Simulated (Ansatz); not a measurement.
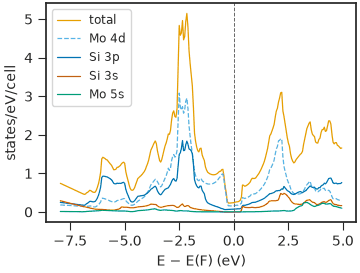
Total and projected density of states of Si$_{2}$Mo (MoSi2 or CaC2 type, space group No. 139), DFT-PBE in the program Ansatz with PAW potentials

Q: Which orbitals carry the states next to the Fermi level?

A: Within 0.5 eV of the Fermi level: Mo 4d 71 %, Si 3p 20 %, Si 3s 5 %. Projections are on Löwdin-orthogonalised atomic valence shells; empty p or d shells of many metals are not among them.

Q: Where is the tallest occupied peak in this window, and what makes it?

A: Near -2.1 eV, about 5.1 states/eV per cell; the largest projected share is Mo 4d.

Space group I4/mmm (MoSi2 or CaC2 type). The cell was relaxed with PBE under the symmetry of its start. The run is not spin-polarised. Scalar-relativistic: spin–orbit coupling is off unless named, which matters more the heavier the elements.

Potentials: the later of the program's two PAW sets.
